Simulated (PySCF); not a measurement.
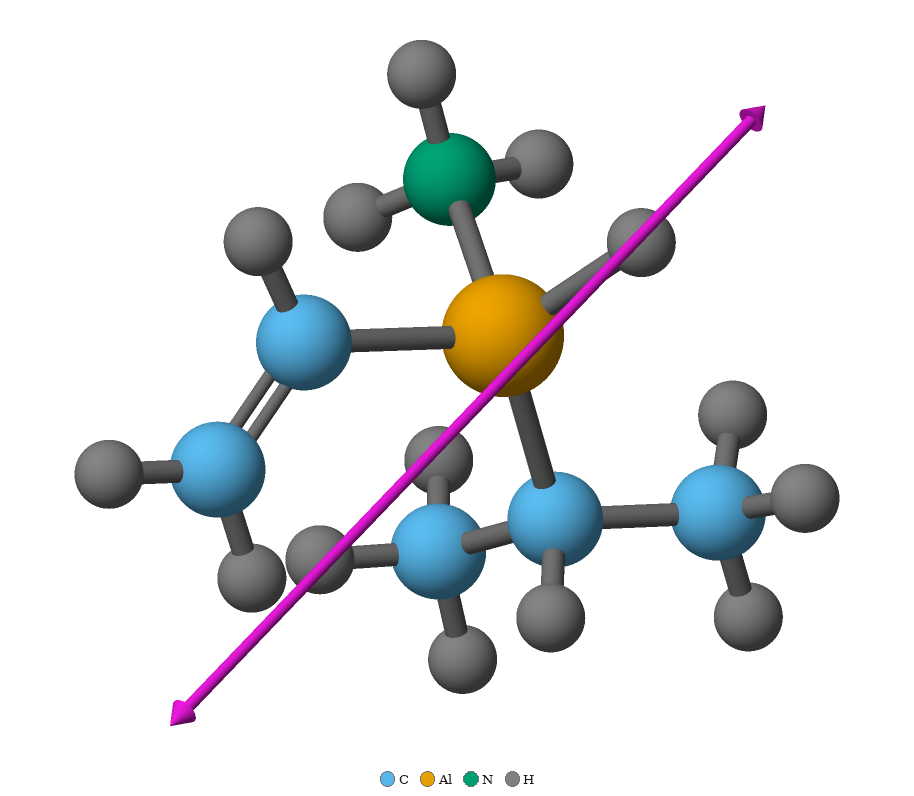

The double arrow shows the direction of the transition dipole to excited singlet state 4 (its length means nothing). Computed geometry: PBE0-D3(BJ)/def2-SVP optimisation. No frequency run is at hand to confirm it as a minimum. Level of theory: TDDFT ωB97X-D/def2-SVPD, vertical, gas phase, core orbitals frozen in the response (PySCF 2.14.0).

Question: Where does the transition lie, and how strong is it?

Answer: 6.70 eV (185 nm), oscillator strength 0.14, of mixed character, with the largest part HOMO−1 → LUMO (weight 0.37); transition dipole 2.31 D.
